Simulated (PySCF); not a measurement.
System: C6H11O (doublet).

The calculation's input:

```
{"job": {"kind": "epr", "basis": "pcH-1"}, "charge": 0, "multiplicity": 2}
C     -1.251529     1.179609     1.137332
C     -1.320445     0.387344    -0.119908
C     -0.317269    -0.750526    -0.137212
C     -0.647912    -1.996009    -0.427014
C      1.101029    -0.331087     0.197162
C      1.700008     0.493988    -0.954121
O      1.155586     0.366184     1.406158
H     -1.683603     0.746252     2.023866
H     -1.253762     2.254425     1.080932
H     -2.317008    -0.054427    -0.242449
H     -1.128095     1.029094    -0.983931
H     -1.660075    -2.275486    -0.669268
H      0.080072    -2.789203    -0.441596
H      1.712449    -1.233656     0.335824
H      1.646239    -0.065545    -1.884449
H      2.739067     0.721306    -0.731435
H      1.163519     1.432863    -1.067971
H      0.272969     0.891191     1.466426
```

Launched as:

```sh
OMP_NUM_THREADS=1 python probes_run.py task.json out
```

Geometry: GFN2-xTB.

All numbers below come from UKS B3LYP, pcH-1 on C H O, non-relativistic, mean-field spin-orbit, GIAO (PySCF).

What will maps of the electron density, electron localisation function and spin density show?

C–C (1.32 Å): ρ is about 2.4 e/Å³ halfway; the ELF peaks at about 0.95 between the atoms: a multiple bond.
C–C (1.52 Å): the density is about 1.7 e/Å³ at the midpoint; the ELF peaks at about 0.95 between the atoms: a shared electron pair.
C–H (1.10 Å): ρ is about 2 e/Å³ halfway; the ELF climbs to about 1 towards the hydrogen, as it does in any bond to H (an ordinary covalent bond to hydrogen).
The unpaired spin (1 electron) lies mostly on C1 (about 0.6) and O7 (about 0.2), in electrons by Hirshfeld's partition.

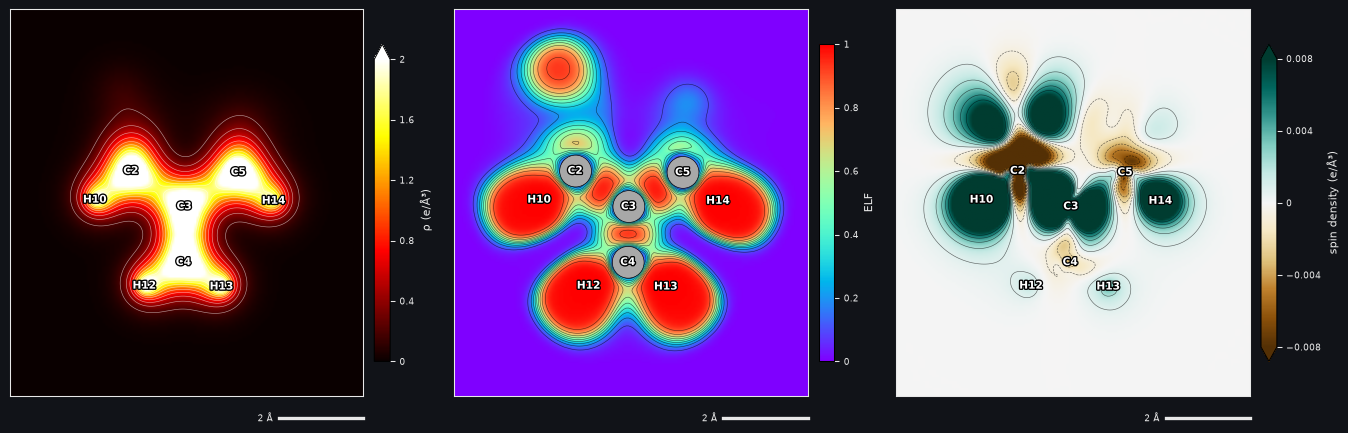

Computed electron density, electron localisation function and spin density on the plane of atoms C4, C3 and C5, in this order. Grey discs cover the atomic cores in the ELF map. 
